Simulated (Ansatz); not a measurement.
## Electronic structure of CH₆FNSn (SMILES [CH3][Sn-]([NH3+])[F]) in real space

```xyz
10

C    -0.0855   -0.7890   -0.4071
F     2.2226   -2.2948    0.9468
N     0.6453   -0.9671    2.6468
Sn    1.8108   -0.3452    0.6419
H     0.0521   -0.7162   -1.4979
H    -0.8841   -0.0828   -0.1235
H    -0.4005   -1.8179   -0.1704
H     0.9940   -1.9258    2.5247
H    -0.3732   -0.9748    2.6099
H     0.9424   -0.6144    3.5548
```

Geometry: PBE0-D3(BJ)/def2-SVP; core potentials replace the inner electrons of Sn.

Method: isolated molecule in a Gaussian basis; Kohn-Sham density functional theory, functional PBE0 in Ansatz.

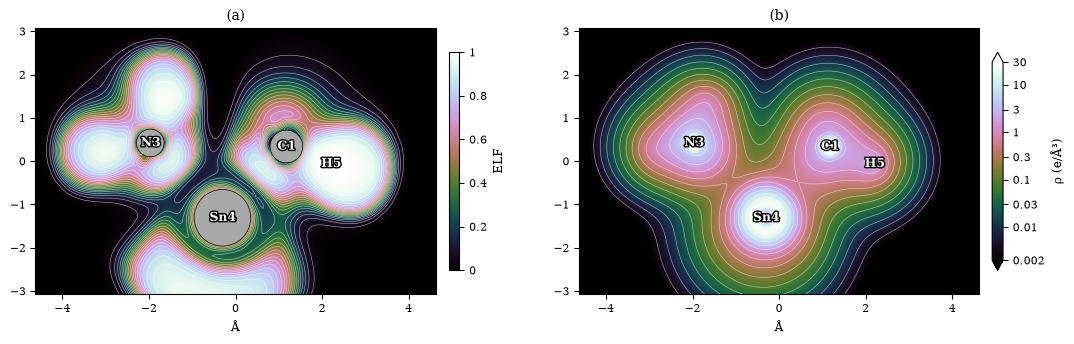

Figure 1. (a) electron localisation function; (b) electron density on the plane of atoms C1, Sn4 and N3. Grey discs cover the atomic cores in the ELF map.

> Describe what can be read from this map.

- The plane passes through C, N, Sn and H nuclei.
- C–Sn (2.21 Å): ρ is about 0.64 e/Å³ halfway; the ELF peaks at about 0.90 in the valence shell of C, 0.7 Å from its nucleus, and drops to about 0.20 between the two atoms.
- Sn–N (2.40 Å): ρ is about 0.34 e/Å³ halfway; the ELF peaks at about 0.95 in the valence shell of N, 0.7 Å from its nucleus, and drops to about 0.15 between the two atoms.
- C–H (1.10 Å): the density is about 1.9 e/Å³ at the midpoint; the ELF climbs to about 1 towards the hydrogen, as it does in any bond to H; a covalent bond by its length.

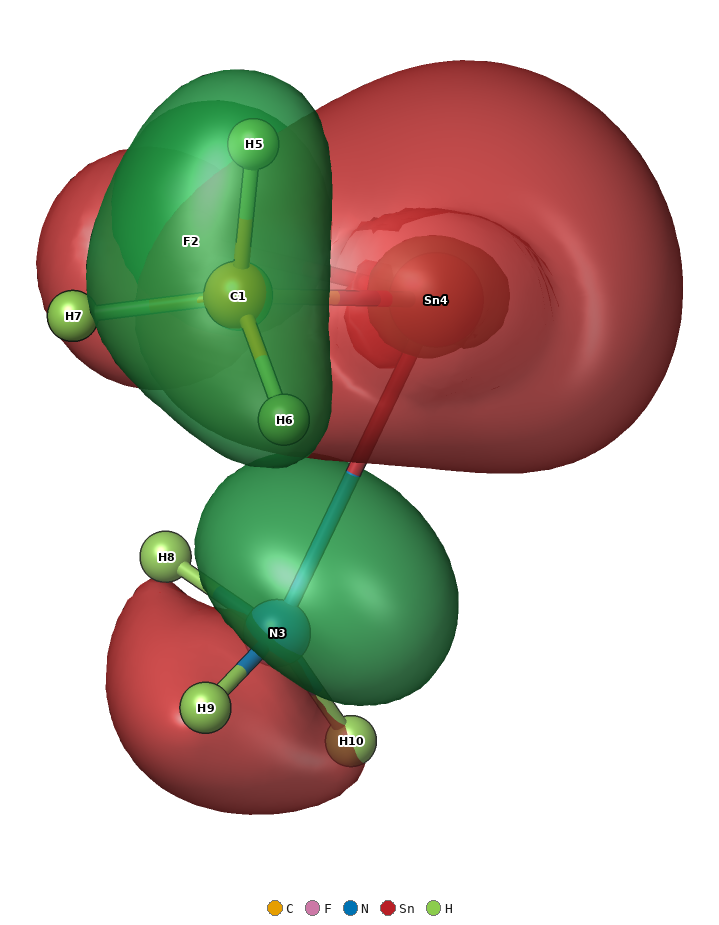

Figure 2. The HOMO−1 at ±0.1 Å⁻³ᐟ² (green and red are the two phases), seen at an oblique angle.

> Where does this orbital lie, and at what energy?

By Hirshfeld shares it lies mainly on Sn4 (about 30 %), F2 (about 25 %), C1 (about 20 %) and N3 (about 15 %). Its energy is −8.68 eV.
